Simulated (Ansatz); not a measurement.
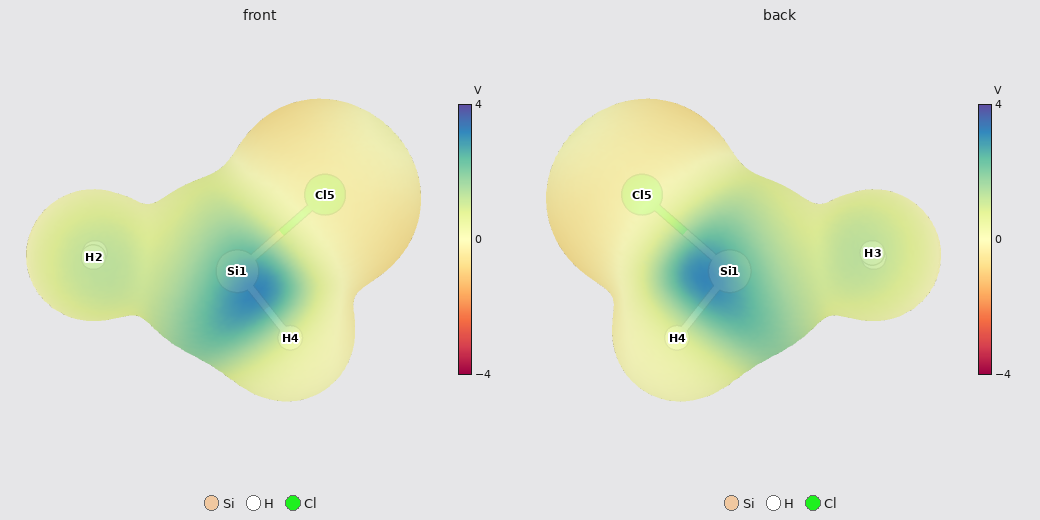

ClHSi···H$_{2}$. The molecular electrostatic potential painted on the density surface at 0.004 e/bohr³, seen from the front and from behind; the colour scale runs from red (negative) to blue (positive).

Not at a stationary point (largest force 1.8 eV/Å).

Level of theory: Ansatz, RKS PBE-D4/def2-SVPD.

The calculation's input:

```
crystal:
  periodic: [false, false, false]
  atoms:
    - { symbol: Si, position_ang: [0.0, 0.0, 0.0] }
    - { symbol: H, position_ang: [0.9994, 0.0, 1.3254] }
    - { symbol: H, position_ang: [1.5827, 0.0, 0.5009] }
    - { symbol: H, position_ang: [-0.6877, 1.1914, -0.4862] }
    - { symbol: Cl, position_ang: [-1.0032, -1.7381, -0.7093] }
basis:
  gaussian: { orbitals: def2-SVPD }
hamiltonian:
  xc: pbe
  dispersion: d4
relax:
  f_tol: 0.15
  max_steps: 25
  restrain:
    - { distance: [1, 2], at: 0.66, k: 30.0 }
    - { distance: [0, 1], at: 2.66, k: 30.0 }
    - { distance: [0, 2], at: 2.66, k: 30.0 }
output:
  orbitals: {}
```

Run with:

```sh
ansatz run input.yaml --threads 1 --pin off --max-ram 2048MiB --backend cpu --events-out ev --progress --plain --runs-dir out
```

The fields are those of the run's last geometry, not of the input's.

> Describe the electrostatic potential map.

The most negative region (about −0.6 V) lies over Cl5, the most positive (about +3.1 V) over Si1.
